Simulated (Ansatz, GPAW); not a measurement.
# Cutoff, mesh and smearing for a 6-layer slab of Ir(100), part 2 of 3

Wanted: a convergence study on the slab a 6-layer slab of Ir(100).

GPAW 26.7.0 and Ansatz 0.2.0; Ansatz plane waves; slab in vacuum with a dipole correction, relaxation (the session's first sound run).

So far, upper work function (eV): step 2 (relaxation) 5.56.

## Step 3: The slab's potential

With the geometry fixed, the planar mean of the potential gives the vacuum level on each side.

This step: GPAW, PAW setups; slab in vacuum (GPAW 26.7.0).

run.py reads:

```python
import json
import numpy as np
from ase import Atoms
from gpaw import GPAW, PW

slab = Atoms(
    ['Ir', 'Ir', 'Ir', 'Ir', 'Ir', 'Ir'],
    positions=[
        [1.35765, 1.35765, 7.00000],
        [0.00000, 0.00000, 8.92000],
        [1.35765, 1.35765, 10.84000],
        [0.00000, 0.00000, 12.80194],
        [1.35765, 1.35765, 14.76223],
        [0.00000, 0.00000, 16.60923]],
    cell=[[2.71529, 0.0, 0.0], [0.0, 2.71529, 0.0], [0.0, 0.0, 23.6]],
    pbc=[True, True, False])

slab.calc = GPAW(mode=PW(400), xc='PBE', kpts={'size': (12, 12, 1), 'gamma': True},
                 occupations={'name': 'fermi-dirac', 'width': 0.1}, nbands='140%',
                 convergence={'density': 1e-05}, maxiter=200,
                 poissonsolver={'dipolelayer': 'xy'},
                 symmetry={'tolerance': 1e-3}, txt='slab.txt')
result = {}
energy = slab.get_potential_energy()
fermi = slab.calc.get_fermi_level()
v = slab.calc.get_electrostatic_potential().mean((0, 1)) - fermi
n = slab.calc.get_pseudo_density().mean((0, 1))
L = slab.cell[2, 2]
z = np.arange(len(v)) * L / len(v)
low, high = slab.positions[:, 2].min(), slab.positions[:, 2].max()
below, above = np.interp([low - 4.8, high + 4.8], z, v)
slopes = [np.interp(x, z, np.gradient(v, z)) for x in (low - 4.8, high + 4.8)]
eps = np.array([[slab.calc.get_eigenvalues(k, s) for k in range(len(slab.calc.get_ibz_k_points()))]
                for s in range(slab.calc.get_number_of_spins())]) - fermi
top, bottom = eps[eps < 0].max(), eps[eps > 0].min()
dipole = slab.get_dipole_moment()[2]
print(f'energy {energy:.4f} eV, Fermi level {fermi:.4f} eV, dipole {dipole:.5f} e A')
print(f'potential 4.8 A off the faces, from the Fermi level: lower {below:.4f} eV, upper {above:.4f} eV')
print(f'slope of the potential there: lower {slopes[0]:.5f}, upper {slopes[1]:.5f} eV/A')
print(f'nearest levels on the mesh: {top:.4f} and {bottom:.4f} eV')
print('magnetic moment', round(slab.get_magnetic_moment(), 3))
result.update(energy=energy, fermi=fermi, dipole=dipole, below=below, above=above, slopes=slopes, edges=[top, bottom],
              z=z.tolist(), v=v.tolist(), n=n.tolist(), positions=slab.positions.tolist(),
              forces=slab.get_forces(apply_constraint=False).tolist(), moments=slab.get_magnetic_moments().tolist())
json.dump(result, open('result.json', 'w'))
```

Run with:

```bash
OMP_NUM_THREADS=1 OPENBLAS_NUM_THREADS=1 python run.py
```

Output:

```text
energy -53.4486 eV, Fermi level 4.3866 eV, dipole -0.00038 e A
potential 4.8 A off the faces, from the Fermi level: lower 5.5356 eV, upper 5.5458 eV
slope of the potential there: lower -0.00050, upper 0.00051 eV/A
nearest levels on the mesh: -0.0035 and 0.0136 eV
magnetic moment 0.0
```

Elapsed: 3.6 min, on 1 thread of Arm Neoverse V1, shared host; peak memory 0.27 GiB.

Numbers from this step:

| Quantity | Value |
| --- | --- |
| dipole along the normal | -3.75e-4 e·Å |
| levels nearest the Fermi level on the mesh | -0.003527, 0.01361 eV from the Fermi level |
| upper work function | 5.546 eV |
| lower work function | 5.536 eV |

The electrostatic potential energy of an electron (without an applied field's), less the Fermi level, planar mean oscillates, so the rows of the table below give means over windows of 1.95 Å about each position, cut where the curve ends. Its maxima inside the range that stand out by 2 % of the span (Å: eV): 7.9: -4.41, 9.9: -4.71, 11.8: -4.12, 13.8: -4.14, 15.7: -5.45. Its minima: 7.0: -25.8, 9.0: -26.6, 10.9: -26.7, 12.9: -26.4, 14.8: -26.8, 16.6: -26.0.

Table of electrostatic potential energy of an electron (without an applied field's), less the Fermi level, planar mean by z; means over each step:

```tsv
z (Å)	electrostatic potential energy of an electron (without an applied field's), less the Fermi level, planar mean (eV)
0.97	5.54
2.92	5.53
4.87	4.93
6.82	-12.9
8.77	-14.6
10.72	-14.7
12.67	-14.5
14.62	-14.7
16.57	-13.8
18.52	4.47
20.47	5.54
22.42	5.55
```

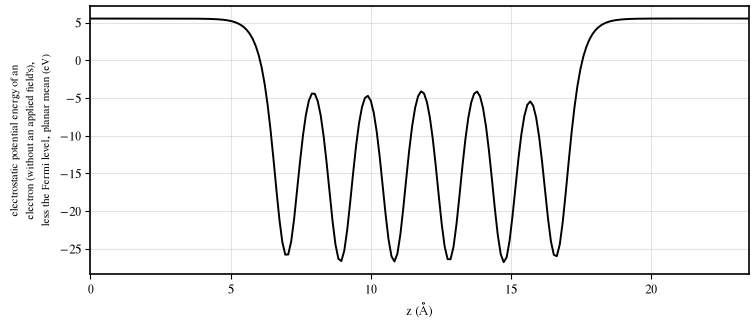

Electrostatic potential energy of an electron (without an applied field's), less the Fermi level, planar mean, plotted against z.

The pseudo valence density, planar mean oscillates, so the rows of the table below give means over windows of 1.9 Å about each position, cut where the curve ends. Its maxima inside the range that stand out by 2 % of the span (Å: e/Å³): 7.0: 1.97, 8.8: 1.96, 10.7: 1.92, 12.9: 1.98, 14.8: 2.00, 16.6: 1.98. Its minima: 8.0: 0.492, 9.9: 0.490, 11.8: 0.462, 13.7: 0.473, 15.6: 0.547.

The pseudo valence density, planar mean by z; means over each step:

```tsv
z (Å)	pseudo valence density, planar mean (e/Å³)
2.85	9.7e-5
4.75	0.0173
6.65	0.948
8.55	1.06
10.45	1.06
12.35	1.04
14.25	1.04
16.15	1.09
18.05	0.161
19.95	9.0e-4
21.85	5.3e-6
```

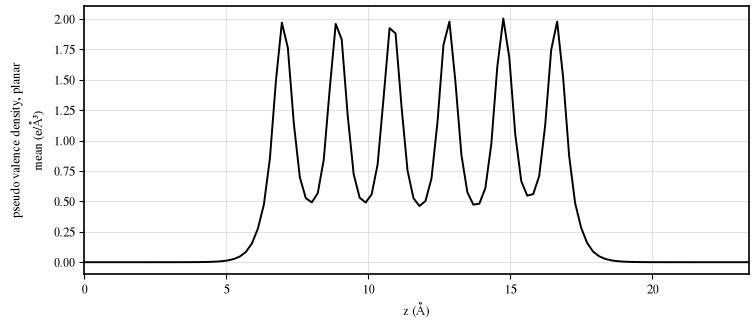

Pseudo valence density, planar mean against z.

Force by atom:

```tsv
atom	x (eV/Å)	y (eV/Å)	z (eV/Å)	size
Ir1	0.000	0.000	0.704	0.704
Ir2	0.000	0.000	-0.905	0.905
Ir3	0.000	0.000	0.243	0.243
Ir4	0.000	0.000	0.018	0.018
Ir5	0.000	0.000	-0.021	0.021
Ir6	0.000	0.000	-0.037	0.037
```

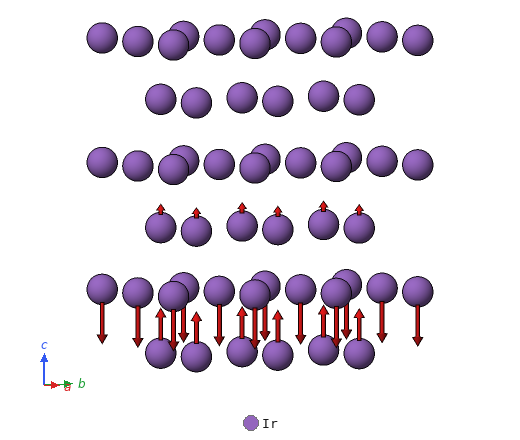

Force as arrows, the longest 0.905 eV/Å. 2×3×1 cells are drawn. Some periodic images of atoms are drawn too.

The potential is flat to 5.1e-4 eV/Å where it is read, so the vacuum is wide enough. The geometry is the other program's minimum; here the largest force on a free atom is 0.037 eV/Å.

## Step 4: Cutoff 200

The cutoff limits how sharply the smooth valence waves can vary, which tells mostly near the atoms.

run.py: that of step 3 with these lines changed.

```diff
@@ -17,3 +17,3 @@
 
-slab.calc = GPAW(mode=PW(400), xc='PBE', kpts={'size': (12, 12, 1), 'gamma': True},
+slab.calc = GPAW(mode=PW(200), xc='PBE', kpts={'size': (12, 12, 1), 'gamma': True},
                  occupations={'name': 'fermi-dirac', 'width': 0.1}, nbands='140%',
```

Output:

```text
energy -49.7468 eV, Fermi level 4.4363 eV, dipole -0.00019 e A
potential 4.8 A off the faces, from the Fermi level: lower 5.5642 eV, upper 5.5751 eV
slope of the potential there: lower -0.00091, upper 0.00166 eV/A
nearest levels on the mesh: -0.0197 and 0.0026 eV
magnetic moment 0.0
```

Wall time 85 s (1 thread); peak memory 0.18 GiB.

The run finished. A setting was moved off its sound value on purpose, so it serves as a test and not as the result.

The fault put into the input: a cutoff under that of the base run: the energy of the cell lies 3.7 eV from the base value (ecut = 200).

Side by side:

```tsv
quantity	this run	sound run	difference
upper work function (eV)	5.5751	5.5458	0.0292
lower work function (eV)	5.5642	5.5356	0.0286
```

## Step 5: Cutoff 300

The cutoff limits how sharply the smooth valence waves can vary, which tells mostly near the atoms.

run.py: that of step 4 with these lines changed.

```diff
@@ -17,3 +17,3 @@
 
-slab.calc = GPAW(mode=PW(200), xc='PBE', kpts={'size': (12, 12, 1), 'gamma': True},
+slab.calc = GPAW(mode=PW(300), xc='PBE', kpts={'size': (12, 12, 1), 'gamma': True},
                  occupations={'name': 'fermi-dirac', 'width': 0.1}, nbands='140%',
```

Output:

```text
energy -52.4079 eV, Fermi level 4.3948 eV, dipole -0.00036 e A
potential 4.8 A off the faces, from the Fermi level: lower 5.5434 eV, upper 5.5537 eV
slope of the potential there: lower -0.00099, upper 0.00111 eV/A
nearest levels on the mesh: -0.0053 and 0.0125 eV
magnetic moment 0.0
```

Wall time 2.3 min (1 thread); peak memory 0.22 GiB.

The run finished. A setting was moved off its sound value on purpose, so it serves as a test and not as the result.

The fault put into the input: a cutoff under that of the base run: the energy of the cell lies 1.0 eV from the base value (ecut = 300).

The two runs compared:

```tsv
quantity	this run	sound run	difference
upper work function (eV)	5.5537	5.5458	0.00791
lower work function (eV)	5.5434	5.5356	0.00778
```

## Step 6: Cutoff 700: ecut = 700

The cutoff limits how sharply the smooth valence waves can vary, which tells mostly near the atoms.

run.py: that of step 5 with these lines changed.

```diff
@@ -17,3 +17,3 @@
 
-slab.calc = GPAW(mode=PW(300), xc='PBE', kpts={'size': (12, 12, 1), 'gamma': True},
+slab.calc = GPAW(mode=PW(700), xc='PBE', kpts={'size': (12, 12, 1), 'gamma': True},
                  occupations={'name': 'fermi-dirac', 'width': 0.1}, nbands='140%',
```

Output:

```text
energy -53.7136 eV, Fermi level 4.3857 eV, dipole -0.00037 e A
potential 4.8 A off the faces, from the Fermi level: lower 5.5365 eV, upper 5.5465 eV
slope of the potential there: lower -0.00046, upper 0.00047 eV/A
nearest levels on the mesh: -0.0034 and 0.0134 eV
magnetic moment 0.0
```

Run time: 11 min. Hardware: 1 thread; peak memory 0.47 GiB.

This step gave:

```
dipole along the normal                    : -3.68e-4 e·Å
levels nearest the Fermi level on the mesh : -0.003369, 0.01337 eV from the Fermi level
```

The electrostatic potential energy of an electron (without an applied field's), less the Fermi level, planar mean oscillates, so the rows of the table below give means over windows of 1.93 Å about each position, cut where the curve ends. Its maxima inside the range that stand out by 2 % of the span (Å: eV): 7.9: -4.30, 9.9: -4.69, 11.8: -4.12, 13.8: -4.15, 15.7: -5.52. Its minima: 7.0: -25.9, 8.9: -26.7, 10.8: -26.7, 12.8: -26.5, 14.8: -26.8, 16.6: -26.1.

Electrostatic potential energy of an electron (without an applied field's), less the Fermi level, planar mean against z; means over each step:

```tsv
z (Å)	electrostatic potential energy of an electron (without an applied field's), less the Fermi level, planar mean (eV)
0.96	5.54
2.90	5.53
4.83	5.03
6.76	-12.7
8.69	-14.7
10.62	-14.8
12.55	-14.5
14.48	-14.7
16.41	-14.4
18.34	3.78
20.27	5.54
22.20	5.55
```

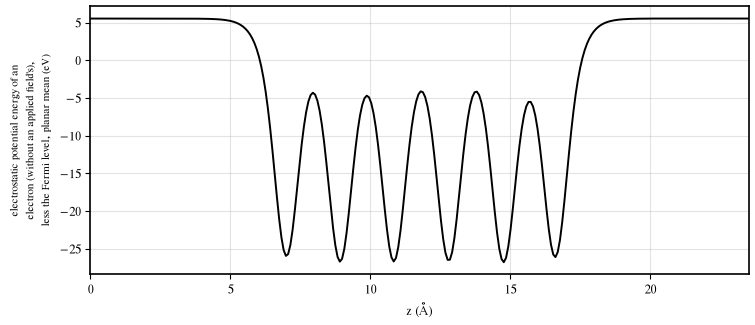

Electrostatic potential energy of an electron (without an applied field's), less the Fermi level, planar mean against z.

The pseudo valence density, planar mean oscillates, so the rows of the table below give means over windows of 1.93 Å about each position, cut where the curve ends. Its maxima inside the range that stand out by 2 % of the span (Å: e/Å³): 7.1: 1.95, 9.0: 1.96, 10.9: 1.95, 12.8: 1.99, 14.8: 2.00, 16.5: 1.94. Its minima: 8.0: 0.494, 10.0: 0.496, 11.9: 0.465, 13.8: 0.465, 15.7: 0.544.

The pseudo valence density, planar mean by z; means over each step:

```tsv
z (Å)	pseudo valence density, planar mean (e/Å³)
2.90	1.1e-4
4.83	0.0215
6.76	0.969
8.69	1.06
10.62	1.05
12.55	1.05
14.48	1.05
16.41	1.05
18.34	0.0755
20.27	3.9e-4
22.20	2.0e-6
```

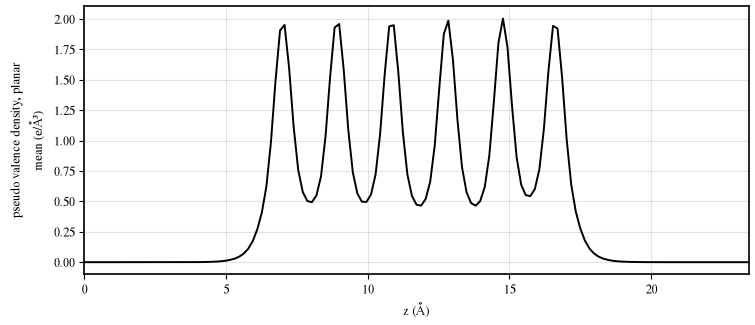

Pseudo valence density, planar mean, plotted against z.

Force by atom:

```tsv
atom	x (eV/Å)	y (eV/Å)	z (eV/Å)	size
Ir1	0.000	0.000	0.709	0.709
Ir2	0.000	0.000	-0.907	0.907
Ir3	0.000	0.000	0.242	0.242
Ir4	0.000	0.000	0.019	0.019
Ir5	0.000	0.000	-0.018	0.018
Ir6	0.000	0.000	-0.045	0.045
```

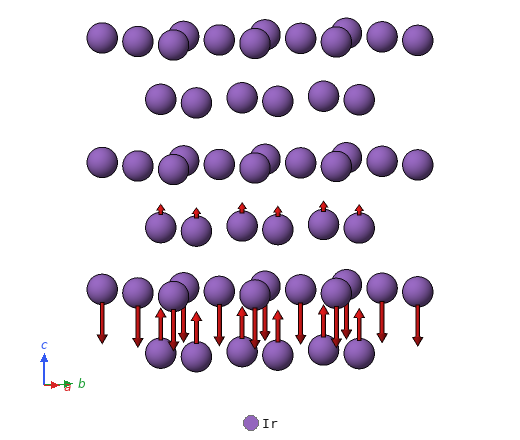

Force as arrows, the longest 0.907 eV/Å. 2×3×1 cells are drawn. Some periodic images of atoms are drawn too.

The upper face's work function is 5.546 eV, against 5.546 eV in the first plane-wave PBE run at this geometry.

## Step 7: K mesh 4×4

The mesh in the plane samples the bands: a metal's Fermi level needs it dense, and band edges must lie on it.

run.py: that of step 6 with these lines changed.

```diff
@@ -17,3 +17,3 @@
 
-slab.calc = GPAW(mode=PW(700), xc='PBE', kpts={'size': (12, 12, 1), 'gamma': True},
+slab.calc = GPAW(mode=PW(400), xc='PBE', kpts={'size': (4, 4, 1), 'gamma': True},
                  occupations={'name': 'fermi-dirac', 'width': 0.1}, nbands='140%',
```

Output:

```text
energy -54.5399 eV, Fermi level 4.4935 eV, dipole -0.00045 e A
potential 4.8 A off the faces, from the Fermi level: lower 5.3087 eV, upper 5.3208 eV
slope of the potential there: lower -0.00044, upper 0.00044 eV/A
nearest levels on the mesh: -0.0093 and 0.2679 eV
magnetic moment 0.0
```

Run time: 64 s. Hardware: 1 thread; peak memory 0.19 GiB.

The run finished with changed settings (kpts = [4, 4]); it serves as a test.

The two runs compared:

```tsv
quantity	this run	sound run	difference
upper work function (eV)	5.3208	5.5458	-0.225
lower work function (eV)	5.3087	5.5356	-0.227
```

The two runs differ clearly in the lower work function: 5.31 eV against 5.54 eV.

## Step 8: K mesh 7×7

The mesh in the plane samples the bands: a metal's Fermi level needs it dense, and band edges must lie on it.

run.py: that of step 7 with these lines changed.

```diff
@@ -17,3 +17,3 @@
 
-slab.calc = GPAW(mode=PW(400), xc='PBE', kpts={'size': (4, 4, 1), 'gamma': True},
+slab.calc = GPAW(mode=PW(400), xc='PBE', kpts={'size': (7, 7, 1), 'gamma': True},
                  occupations={'name': 'fermi-dirac', 'width': 0.1}, nbands='140%',
```

Output:

```text
energy -53.6429 eV, Fermi level 4.3673 eV, dipole -0.00058 e A
potential 4.8 A off the faces, from the Fermi level: lower 5.5708 eV, upper 5.5860 eV
slope of the potential there: lower -0.00049, upper 0.00051 eV/A
nearest levels on the mesh: -0.0081 and 0.0541 eV
magnetic moment 0.0
```

The job ended after 85 s (1 thread; peak memory 0.21 GiB).

The run finished with changed settings (kpts = [7, 7]); it serves as a test.

The two runs compared:

```tsv
quantity	this run	sound run	difference
upper work function (eV)	5.5860	5.5458	0.0402
lower work function (eV)	5.5708	5.5356	0.0352
```

The two runs differ clearly in the upper work function: 5.59 eV against 5.55 eV.

## Step 9: K mesh 18×18: kpts = [18, 18]

The mesh in the plane samples the bands: a metal's Fermi level needs it dense, and band edges must lie on it.

run.py: that of step 8 with these lines changed.

```diff
@@ -17,3 +17,3 @@
 
-slab.calc = GPAW(mode=PW(400), xc='PBE', kpts={'size': (7, 7, 1), 'gamma': True},
+slab.calc = GPAW(mode=PW(400), xc='PBE', kpts={'size': (18, 18, 1), 'gamma': True},
                  occupations={'name': 'fermi-dirac', 'width': 0.1}, nbands='140%',
```

Output:

```text
energy -53.4494 eV, Fermi level 4.3943 eV, dipole -0.00046 e A
potential 4.8 A off the faces, from the Fermi level: lower 5.5305 eV, upper 5.5427 eV
slope of the potential there: lower -0.00050, upper 0.00051 eV/A
nearest levels on the mesh: -0.0134 and 0.0062 eV
magnetic moment 0.0
```

Wall time 7.2 min (1 thread); peak memory 0.37 GiB.

This step gave:

| Property | Result |
| --- | --- |
| dipole along the normal | -4.56e-4 e·Å |
| levels nearest the Fermi level on the mesh | -0.01345, 0.006220 eV from the Fermi level |
| upper work function | 5.543 eV |
| lower work function | 5.531 eV |

The upper face's work function is 5.543 eV, against 5.546 eV in the first plane-wave PBE run at this geometry.

[end of part 2 of 3]

[Logs are printed without paths, hosts, clocks, repeated set-up lines and the standing remarks that a program may print on its own settings, such as how far it seeks lower states.]

[Hosts, paths, dates, database ids (printed as entryN), source tags and the programs' standing remarks are cut or masked in the printed files.]
